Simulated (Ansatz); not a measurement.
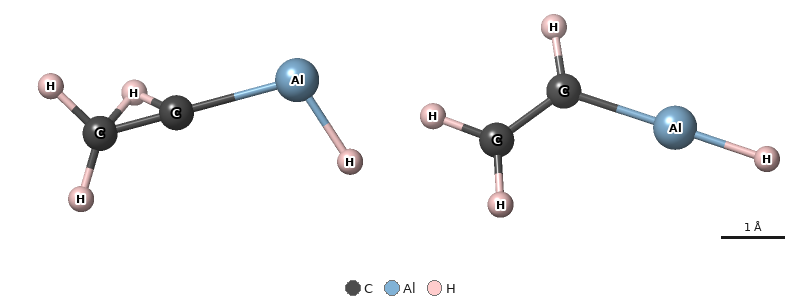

Two geometries of C₂H₄Al (charge +1), drawn at one scale. One is the start of a relaxation, the other its converged end. A ball-and-stick model, seen from a free direction.

Level of theory: RKS PBE-D4/def2-SVP in Ansatz 0.2.0. Settings: force threshold 0.03 eV/Å; at most 250 steps.

Which of the two is the end point?

Answer. The right one is the relaxed one. It is one of the separated reactants of a reaction. The energy falls by 5.309 eV in 14 geometry steps. The largest force component goes from 11 to 0.018 eV/Å. An H atom moves most after the best rigid fit: 1.10 Å. Largest moves by element: H 1.10 Å, Al 0.85 Å, C 0.49 Å. Among the contacts that change: C–H 1.060 → 2.131 Å, Al–C 2.008 → 1.902 Å, C–H 1.002 → 1.108 Å, C–C 1.270 → 1.358 Å. Bonds break: C–H (1.06 → 2.13 Å). Bond angles that change, for instance: C–Al–H 107.9° → 179.3°, C–C–H 54.1° → 119.2°, C–C–Al 180.0° → 122.6°.
